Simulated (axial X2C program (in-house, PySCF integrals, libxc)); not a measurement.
# TeMg: bond curves with and without spin–orbit coupling

What are the state, bond length, wavenumber and bond energy of TeMg, and what does spin–orbit coupling change?

Method: all-electron X2C, Te dyall-cv3z, Mg dyall-cv3z; program: an in-house X2C program for linear molecules on PySCF integrals.

All values are calculated.

## (1) Input

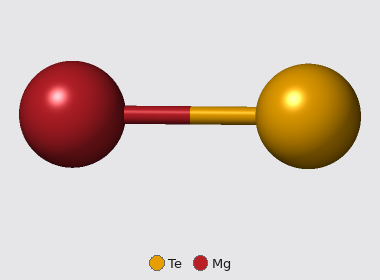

The two atoms at 2.600 Å (tellurium amber, magnesium red).

File task.json:

```json
{"zs": [52, 12], "q": 0, "bas": ["dyall-cv3z", "dyall-cv3z"], "levels": ["PBE0", "HF", "BP86"], "cc": true, "r0": 2.6, "thr": -1.0, "nmax": 90, "npts": 10, "nst": 2, "ntry": 6}
```

Keys: zs atomic numbers; q charge; bas basis sets; levels methods (HF also brings MP2); cc coupled cluster on or off; r0 starting distance in Å; thr threshold in hartree for freezing inner shells (an s shell follows its p shell); nmax most natural virtual spinors; npts points asked for on the curve; nst determinants followed; ntry starts of the search.

Launch:

```console
$ python so2c.py task.json out
```

Spin-free means the one-electron spin-free X2C Hamiltonian; two-component (2c) means X2C with spin–orbit coupling and atomic mean-field two-electron Coulomb and Gaunt terms. Basis: Te dyall-cv3z contracted to [11s12p8d4f1g], Mg dyall-cv3z contracted to [9s8p6d3f]; Gaussian nuclei, density fitting. Masses: Te 129.906 u, Mg 23.985 u.

Notation: σ, π±, δ± give the projection m of an orbital's angular momentum (0, ±1, ±2), α and β its spin, Λ and M_S the sums; ω is the projection of a spinor's total angular momentum and Ω the sum. Logs are in hartree.

The results follow Hamiltonian by Hamiltonian and level by level.

## (2) State search with PBE0

PBE0 moves the distance from 2.600 Å to 2.484 Å and compares determinants there.

Spin-free determinants:

```json
{"ΔE (eV)": "0.00", "state": "M_S = 0, Λ = 0", "open shells": "closed shell"}
{"ΔE (eV)": "0.34", "state": "M_S = 1, Λ = 1", "open shells": "beyond closed shells: σα, π+α, π+β, π-α"}
{"ΔE (eV)": "0.38", "state": "M_S = 0, Λ = 1", "open shells": "beyond closed shells: σβ, π+α, π+β, π-α"}
{"ΔE (eV)": "1.67", "state": "M_S = 1, Λ = 0", "open shells": "beyond closed shells: 2 × σα"}
{"ΔE (eV)": "3.01", "state": "M_S = 1, Λ = 0", "open shells": "beyond closed shells: π+α, π+β, 2 × π-α"}
{"ΔE (eV)": "3.01", "state": "M_S = 1, Λ = 2", "open shells": "beyond closed shells: 2 × π+α, π+β, π-α"}
{"ΔE (eV)": "3.05", "state": "M_S = 0, Λ = 2", "open shells": "beyond closed shells: π+α, 2 × π+β, π-α"}
```

Two-component determinants:

```tsv
ΔE (eV)	state	open shells
0.00	Ω = 0	closed shell
0.21	Ω = 2	excess of +ω over −ω: ω = 1/2, ω = 3/2
0.26	Ω = 1	excess of +ω over −ω: ω = -1/2, ω = 3/2
0.65	Ω = 1	excess of +ω over −ω: 2 × ω = 1/2
2.87	Ω = 3	excess of +ω over −ω: 2 × ω = 3/2
3.32	Ω = 1	excess of +ω over −ω: ω = -1/2, ω = 3/2
3.35	Ω = 2	excess of +ω over −ω: ω = 1/2, ω = 3/2
```

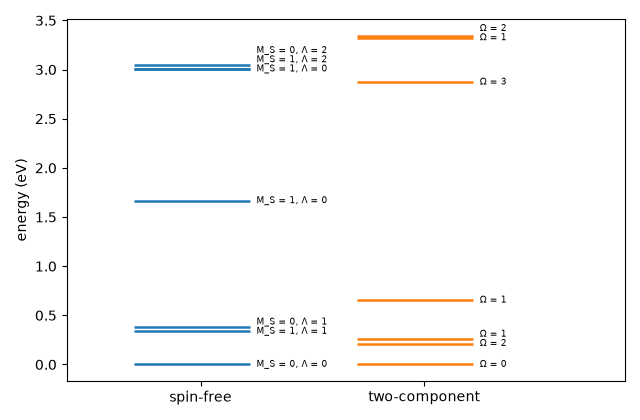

The determinants found, each set from its own lowest.

## (3) PBE0, spin-free

State followed: M_S = 0, Λ = 0 (closed shell). The scan is laid around 2.484 Å, a first estimate of the minimum, and this SCF restarts from the orbitals of the search.

The SCF at the reference distance of 2.484 Å:

```text
spin-free X2C-1e  PBE0
basis functions 208  fitting functions 938  grid points 5080
iter        total energy     max residual
   1      -6993.778291798     8.07e-05
   2      -6993.778291812     5.40e-05
   3      -6993.778291836     1.51e-05
   4      -6993.778291839     4.76e-06
converged
one-electron -9869.80801066  Coulomb 2936.86706972  exact exchange -47.71072803  xc functional -146.06002851  nuclear repulsion 132.93340564
```

Along the bond, energies from the lowest point:

| R (Å) | E (eV) | μ (D) | HOMO (eV) | LUMO (eV) | iterations |
| --- | --- | --- | --- | --- | --- |
| 2.161 | 0.6177 | 6.41 | -5.81 | -3.29 | 27 |
| 2.260 | 0.2320 | 6.64 | -5.69 | -3.42 | 21 |
| 2.335 | 0.0750 | 6.78 | -5.62 | -3.51 | 19 |
| 2.409 | 0.0049 | 6.91 | -5.56 | -3.59 | 17 |
| 2.484 | 0.0000 | 7.01 | -5.50 | -3.67 | 4 |
| 2.571 | 0.0563 | 7.10 | -5.45 | -3.76 | 16 |
| 2.658 | 0.1601 | 7.17 | -5.41 | -3.84 | 14 |
| 2.770 | 0.3371 | 7.23 | -5.37 | -3.92 | 15 |
| 2.906 | 0.5896 | 7.24 | -5.34 | -4.01 | 14 |
| 3.105 | 0.9715 | 7.19 | -5.32 | -4.12 | 14 |

Dipoles are positive if Mg is the positive end.

Outer orbitals at the reference distance:

```
symmetry  occupied  ε (eV)              atomic character
      σα       yes  -15.27   77% Te s, 10% Mg p, 8% Mg s
      σα       yes   -7.33   55% Te p, 39% Mg s, 4% Te s
     π+α       yes   -5.50   82% Te p, 12% Mg p, 4% Mg d
     π-α       yes   -5.50   82% Te p, 12% Mg p, 4% Mg d
      σα        no   -3.67  40% Mg p, 35% Mg s, 23% Te p
     π+α        no   -0.98    82% Mg p, 9% Te p, 5% Mg d
     π-α        no   -0.98    82% Mg p, 9% Te p, 5% Mg d
      σα        no    0.25   74% Mg p, 14% Mg d, 5% Mg s
```

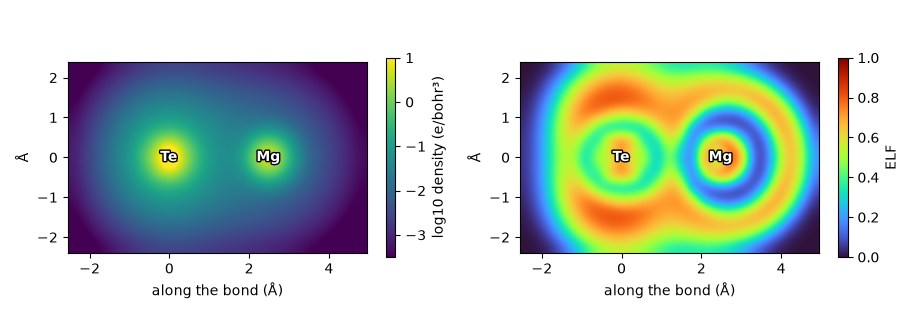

PBE0 fields in a plane through the axis, from a grid of 0.3 Å; Te lies at z = 0 and Mg at z = 2.484 Å; the ELF is damped to zero where the density is low.

Re = 2.452 Å, ωe = 368 cm⁻¹, ωexe = 1.45 cm⁻¹, Be = 0.1385 cm⁻¹, De = 1.54 eV, μ = 6.97 D.

## (4) HF, spin-free

The SCF at the reference distance of 2.484 Å:

```text
spin-free X2C-1e  HF
basis functions 208  fitting functions 938  grid points 5080
iter        total energy     max residual
   1      -6990.850447430     3.44e-01
   2      -6990.872508964     6.97e-03
   3      -6990.873013965     6.52e-03
   4      -6990.873064063     1.13e-03
   5      -6990.873070853     1.59e-04
   6      -6990.873071165     1.02e-04
   7      -6990.873071250     2.10e-05
   8      -6990.873071259     8.61e-06
   9      -6990.873071262     6.11e-06
  10      -6990.873071263     1.12e-06
converged
one-electron -9869.06373458  Coulomb 2936.18631189  exact exchange -190.92905422  xc functional 0.00000000  nuclear repulsion 132.93340564
```

Re = 2.467 Å, ωe = 358 cm⁻¹, ωexe = 1.86 cm⁻¹, Be = 0.1368 cm⁻¹, De = 0.102 eV, μ = 8.29 D.

## (5) BP86, spin-free

The SCF at the reference distance of 2.484 Å:

```text
spin-free X2C-1e  BP86
basis functions 208  fitting functions 938  grid points 5080
iter        total energy     max residual
   1      -6995.028417519     1.42e-01
   2      -6995.031770577     9.88e-03
   3      -6995.032444541     2.14e-02
   4      -6995.032564443     1.12e-03
   5      -6995.032573579     2.74e-03
   6      -6995.032580804     3.85e-04
   7      -6995.032581427     3.83e-04
   8      -6995.032581771     9.25e-05
   9      -6995.032581778     1.37e-05
converged
one-electron -9869.64545714  Coulomb 2936.68939199  exact exchange 0.00000000  xc functional -195.00992227  nuclear repulsion 132.93340564
```

Re = 2.471 Å, ωe = 354 cm⁻¹, ωexe = 1.42 cm⁻¹, Be = 0.1364 cm⁻¹, De = 1.69 eV, μ = 6.38 D.

## (6) Correlated methods, spin-free

Correlated methods: 8 electrons correlated (frozen shells, counted by type: Te 4 s, 3 p, 2 d; Mg 2 s, 1 p), 292 virtual spinors in MP2, 88 natural virtuals in coupled cluster.

Output of the correlated part at 2.484 Å:

```text
correlated 8  virtual 292  natural virtual 88  E(MP2) -0.163841881  MP2 remainder -0.003694519
iter   CCSD correlation   residual
   1     -0.168323007   1.26e-01
   2     -0.173110917   6.31e-02
   3     -0.175370588   2.89e-02
   4     -0.175387373   9.90e-03
   5     -0.175407582   2.67e-03
   6     -0.175410548   7.91e-04
   7     -0.175408325   2.97e-04
   8     -0.175411357   1.58e-04
   9     -0.175410338   7.01e-05
  10     -0.175410461   2.22e-05
  11     -0.175410156   8.93e-06
  12     -0.175410126   3.51e-06
  13     -0.175410109   1.50e-06
(T) -0.010843158  T1 0.0318  D1 0.0384  max T2 0.155
```

T1 in the output is the amplitude norm over the root of the electron number; divide by √2 for the Lee–Taylor value.

MP2: Re = 2.463 Å, ωe = 384 cm⁻¹, Be = 0.1372 cm⁻¹, De = 1.52 eV.

CCSD: Re = 2.482 Å, ωe = 352 cm⁻¹, ωexe = 1.45 cm⁻¹, Be = 0.1351 cm⁻¹, De = 1.20 eV. T1 at Re = 0.022 (Lee–Taylor, the printed value over √2).

CCSD(T): Re = 2.483 Å, ωe = 357 cm⁻¹, ωexe = 1.4 cm⁻¹, Be = 0.1351 cm⁻¹, De = 1.40 eV. T1 at Re = 0.023 (Lee–Taylor, the printed value over √2).

## (7) A higher determinant, spin-free

State: M_S = 1, Λ = 1 (beyond closed shells: σα, π+α, π+β, π-α).

Output at the reference distance:

```text
spin-free X2C-1e  PBE0
basis functions 208  fitting functions 938  grid points 5080
iter        total energy     max residual
   1      -6993.765919600     3.62e-05
   2      -6993.765919613     2.25e-05
   3      -6993.765919616     2.92e-06
converged
one-electron -9868.04219497  Coulomb 2935.13553106  exact exchange -47.72420559  xc functional -146.06845576  nuclear repulsion 132.93340564
```

```csv
R (Å),E above the lowest PBE0 point (eV)
2.161,1.699
2.260,1.059
2.335,0.726
2.409,0.492
2.484,0.337
2.571,0.232
2.658,0.191
2.770,0.204
2.906,0.289
```

Re = 2.689 Å, ωe = 269.2 cm⁻¹, Be = 0.1152 cm⁻¹, μ = 2.52 D. Te = 0.19 eV.

## (8) The spin-free curves together

Energy (eV) of the followed determinant, spin-free, from each level's lowest point:

```
R (Å)   PBE0     HF    MP2   CCSD  CCSD(T)   BP86
2.161  0.618  0.686  0.713    n/a      n/a  0.671
2.260  0.232  0.272  0.283  0.306    0.313  0.272
2.335  0.075  0.100  0.102  0.122    0.126  0.102
2.409  0.005  0.016  0.015  0.027    0.028  0.019
2.484  0.000  0.000  0.000  0.000    0.000  0.000
2.571  0.056  0.043  0.054  0.032    0.033  0.040
2.658  0.160  0.131  0.165  0.114    0.117  0.128
2.770  0.337  0.284  0.363  0.265    0.273  0.287
2.906  0.590  0.498  0.653    n/a      n/a  0.520
3.105  0.972  0.806  1.097    n/a      n/a  0.880
```

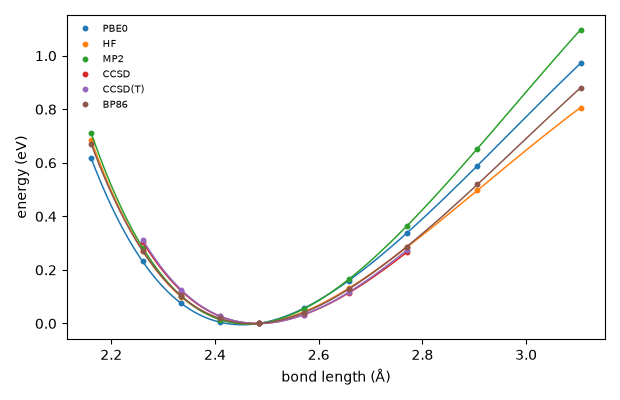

Curves of the followed state, spin-free, each from its own lowest point.

## (9) PBE0, 2c

State followed: Ω = 0 (closed shell). The scan is laid around 2.484 Å, a first estimate of the minimum, and this SCF restarts from the orbitals of the search.

Output at 2.484 Å:

```text
two-component X2C + atomic mean field  PBE0
basis functions 208  fitting functions 938  grid points 5080
iter        total energy     max residual
   1      -6990.908306782     6.28e-05
   2      -6990.908306788     1.62e-05
converged
one-electron -9861.24773974  Coulomb 2935.13389245  exact exchange -47.68284962  xc functional -145.97962590  nuclear repulsion 132.93340564  atomic mean-field constant -4.06538962
```

Along the bond, energies from the lowest point:

```csv
R (Å),E (eV),μ (D),HOMO (eV),LUMO (eV),iterations
2.161,0.6734,6.13,-5.64,-3.26,27
2.260,0.2754,6.28,-5.53,-3.38,25
2.335,0.1065,6.35,-5.47,-3.46,23
2.409,0.0220,6.37,-5.43,-3.53,19
2.484,0.0000,6.36,-5.39,-3.60,2
2.571,0.0324,6.31,-5.36,-3.66,18
2.658,0.1081,6.21,-5.35,-3.71,15
2.770,0.2433,6.05,-5.35,-3.77,16
2.906,0.4378,5.81,-5.37,-3.82,14
3.105,0.7269,5.44,-5.42,-3.87,15
```

Dipoles are positive if Mg is the positive end.

Outer spinors at the reference distance:

```csv
ω,occupied,ε (eV),atomic character,λ mixture
1/2,yes,-15.38,"77% Te s, 10% Mg p, 7% Mg s",100% σ
1/2,yes,-7.45,"60% Te p, 34% Mg s, 4% Te s","96% σ, 4% π"
1/2,yes,-5.81,"77% Te p, 11% Mg p, 7% Mg s","90% π, 10% σ"
3/2,yes,-5.39,"81% Te p, 13% Mg p, 4% Mg d",100% π
1/2,no,-3.60,"38% Mg p, 33% Mg s, 25% Te p","95% σ, 5% π"
1/2,no,-0.98,"84% Mg p, 8% Te p, 5% Mg d",100% π
3/2,no,-0.93,"81% Mg p, 10% Te p, 5% Mg d",100% π
1/2,no,0.25,"74% Mg p, 14% Mg d, 5% Mg s",100% σ
```

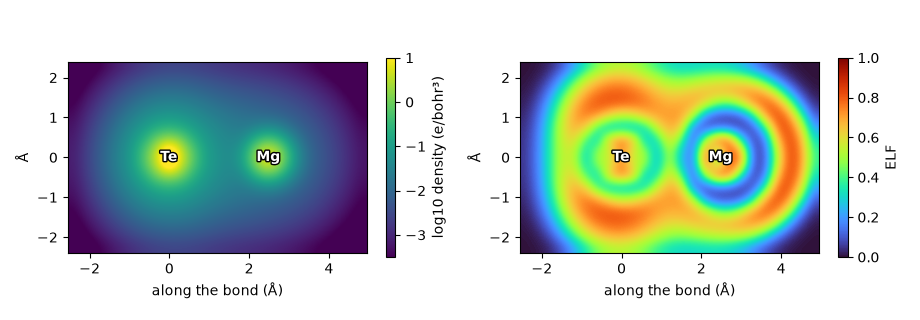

PBE0 fields in a plane through the axis, from a grid of 0.3 Å; Te lies at z = 0 and Mg at z = 2.484 Å; the ELF is damped to zero where the density is low.

Re = 2.478 Å, ωe = 339 cm⁻¹, ωexe = 1.83 cm⁻¹, Be = 0.1356 cm⁻¹, De = 1.36 eV, μ = 6.36 D.

## (10) HF, 2c

The SCF at the reference distance of 2.484 Å:

```text
two-component X2C + atomic mean field  HF
basis functions 208  fitting functions 938  grid points 5080
iter        total energy     max residual
   1      -6987.977229748     3.98e-01
   2      -6987.999093846     6.97e-03
   3      -6987.999585210     7.23e-03
   4      -6987.999634965     1.10e-03
   5      -6987.999643351     2.85e-04
   6      -6987.999645822     3.29e-04
   7      -6987.999647438     1.65e-04
   8      -6987.999648048     6.44e-05
   9      -6987.999648222     5.01e-05
  10      -6987.999648256     1.69e-05
  11      -6987.999648262     3.22e-06
  12      -6987.999648263     2.73e-06
converged
one-electron -9860.43907995  Coulomb 2934.38640271  exact exchange -190.81498705  xc functional 0.00000000  nuclear repulsion 132.93340564  atomic mean-field constant -4.06538962
```

Re = 2.496 Å, ωe = 324 cm⁻¹, ωexe = 2.61 cm⁻¹, Be = 0.1337 cm⁻¹, De = -0.062 eV, μ = 7.55 D.

## (11) BP86, 2c

The SCF at the reference distance of 2.484 Å:

```text
two-component X2C + atomic mean field  BP86
basis functions 208  fitting functions 938  grid points 5080
iter        total energy     max residual
   1      -6992.159615739     1.63e-01
   2      -6992.163094049     8.24e-03
   3      -6992.163618103     2.06e-02
   4      -6992.163710248     6.79e-04
   5      -6992.163720216     3.00e-03
   6      -6992.163726737     2.58e-04
   7      -6992.163727945     6.34e-04
   8      -6992.163728588     5.30e-05
   9      -6992.163728741     1.02e-04
  10      -6992.163728750     1.59e-05
converged
one-electron -9861.11501634  Coulomb 2934.98729320  exact exchange 0.00000000  xc functional -194.90402163  nuclear repulsion 132.93340564  atomic mean-field constant -4.06538962
```

Re = 2.503 Å, ωe = 322 cm⁻¹, ωexe = 1.74 cm⁻¹, Be = 0.1329 cm⁻¹, De = 1.51 eV, μ = 5.75 D.

## (12) MP2 and beyond, 2c

Correlated methods: 8 electrons correlated (frozen shells, counted by type: Te 4 s, 3 p, 2 d; Mg 2 s, 1 p), 292 virtual spinors in MP2, 90 natural virtuals in coupled cluster.

Output of the correlated part at 2.484 Å:

```text
correlated 8  virtual 292  natural virtual 90  E(MP2) -0.162364970  MP2 remainder -0.003615093
iter   CCSD correlation   residual
   1     -0.167702665   1.24e-01
   2     -0.172692905   6.19e-02
   3     -0.174796408   2.88e-02
   4     -0.174812529   1.03e-02
   5     -0.174835830   3.18e-03
   6     -0.174839246   1.42e-03
   7     -0.174835876   9.46e-04
   8     -0.174845401   7.08e-04
   9     -0.174839210   4.13e-04
  10     -0.174840650   1.80e-04
  11     -0.174838850   7.42e-05
  12     -0.174838982   3.48e-05
  13     -0.174838966   1.49e-05
(T) -0.010548345  T1 0.0301  D1 0.0361  max T2 0.098
```

MP2: Re = 2.476 Å, ωe = 370 cm⁻¹, Be = 0.1358 cm⁻¹, De = 1.29 eV.

CCSD: Re = 2.511 Å, ωe = 321 cm⁻¹, ωexe = 1.81 cm⁻¹, Be = 0.132 cm⁻¹, De = 0.986 eV. T1 at Re = 0.022 (Lee–Taylor, the printed value over √2).

CCSD(T): Re = 2.510 Å, ωe = 326 cm⁻¹, ωexe = 1.91 cm⁻¹, Be = 0.1321 cm⁻¹, De = 1.18 eV. T1 at Re = 0.022 (Lee–Taylor, the printed value over √2).

## (13) A higher determinant, 2c

State: Ω = 2 (excess of +ω over −ω: ω = 1/2, ω = 3/2).

Output at the reference distance:

```text
two-component X2C + atomic mean field  PBE0
basis functions 208  fitting functions 938  grid points 5080
iter        total energy     max residual
   1      -6990.900459814     5.21e-05
   2      -6990.900459815     5.26e-06
converged
one-electron -9859.75227334  Coulomb 2933.67164072  exact exchange -47.69709033  xc functional -145.99075289  nuclear repulsion 132.93340564  atomic mean-field constant -4.06538962
```

```csv
R (Å),E above the lowest PBE0 point (eV)
2.161,1.580
2.260,0.939
2.335,0.605
2.409,0.371
2.484,0.214
2.571,0.107
2.658,0.063
2.770,0.072
2.906,0.152
```

Re = 2.695 Å, ωe = 264.8 cm⁻¹, Be = 0.1146 cm⁻¹, μ = 2.47 D. Te = 0.06 eV.

## (14) The 2c curves together

Energy (eV) of the followed determinant, 2c, from each level's lowest point:

| R (Å) | PBE0 | HF | MP2 | CCSD | CCSD(T) | BP86 |
| --- | --- | --- | --- | --- | --- | --- |
| 2.161 | 0.673 | 0.739 | 0.746 | n/a | n/a | 0.732 |
| 2.260 | 0.275 | 0.313 | 0.309 | 0.346 | 0.351 | 0.319 |
| 2.335 | 0.107 | 0.130 | 0.121 | 0.151 | 0.153 | 0.136 |
| 2.409 | 0.022 | 0.033 | 0.024 | 0.043 | 0.043 | 0.037 |
| 2.484 | 0.000 | 0.000 | 0.000 | 0.000 | 0.000 | 0.000 |
| 2.571 | 0.032 | 0.019 | 0.040 | 0.010 | 0.011 | 0.015 |
| 2.658 | 0.108 | 0.079 | 0.134 | 0.064 | 0.067 | 0.074 |
| 2.770 | 0.243 | 0.187 | 0.305 | 0.175 | 0.181 | 0.189 |
| 2.906 | 0.438 | 0.336 | 0.552 | n/a | n/a | 0.365 |
| 3.105 | 0.727 | 0.536 | 0.915 | n/a | n/a | 0.636 |

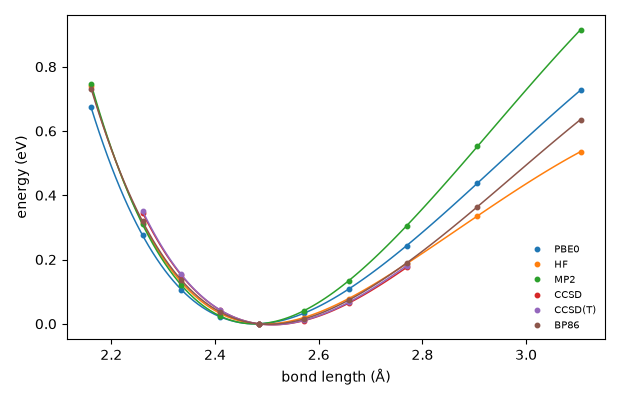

Curves of the followed state, 2c, each from its own lowest point.

Time for the job: 2.1 min (1 thread of Arm Neoverse V1, shared host); peak memory 0.58 GiB.

## (15) Results

Lowest determinant that the search found at its distance, spin-free: M_S = 0, Λ = 0 (closed shell).

Lowest determinant that the search found at its distance, 2c: Ω = 0 (closed shell).

| Hamiltonian | level | Re (Å) | ωe (cm⁻¹) | De (eV) | μ (D) |
| --- | --- | --- | --- | --- | --- |
| spin-free | PBE0 | 2.452 | 368 | 1.54 | 6.97 |
| spin-free | HF | 2.467 | 358 | 0.102 | 8.29 |
| spin-free | MP2 | 2.463 | 384 | 1.52 | n/a |
| spin-free | CCSD | 2.482 | 352 | 1.20 | n/a |
| spin-free | CCSD(T) | 2.483 | 357 | 1.40 | n/a |
| spin-free | BP86 | 2.471 | 354 | 1.69 | 6.38 |
| 2c | PBE0 | 2.478 | 339 | 1.36 | 6.36 |
| 2c | HF | 2.496 | 324 | -0.062 | 7.55 |
| 2c | MP2 | 2.476 | 370 | 1.29 | n/a |
| 2c | CCSD | 2.511 | 321 | 0.986 | n/a |
| 2c | CCSD(T) | 2.510 | 326 | 1.18 | n/a |
| 2c | BP86 | 2.503 | 322 | 1.51 | 5.75 |

Dipoles are positive if Mg is the positive end.

Time per point (s) on 1 thread of Arm Neoverse V1, shared host (2c runs; CCSD comes with the CCSD(T) run); the times are rough: PBE0 0.78, HF 0.59, MP2 0.74, CCSD(T) 3, BP86 0.45.

At CCSD(T), going from spin-free to two-component changes Re by +27 mÅ, ωe by -8.7 %; at least one of these shifts is too large to ignore. De moves by -0.22 eV; both De rest on single-determinant atoms, which can miss part of an open shell's spin–orbit lowering. De is negative at HF: there the minimum lies above the ground-state fragments.

De refers to Te + Mg, each in the lowest determinant found, which need not be this curve's own limit. Each curve is one determinant whose occupation by symmetry is held fixed; it was picked as the lowest of a PBE0 search that is not exhaustive. Closed shells are restricted here (equal orbitals for both partners), which fails at long range if the bond breaks into open shells. Dissociation energies refer to the lowest single-determinant-based atoms at the same level and basis. Coupled cluster ran in a truncated set of natural virtual spinors; the MP2 energy of the rest was added. At some level an empty orbital lies below a filled one. With the outer-core shells frozen, correlated bond lengths of heavy atoms tend to come out a few hundredths of an ångström too long. T1 at Re is 0.023 (Lee–Taylor), above the customary mark of 0.02.
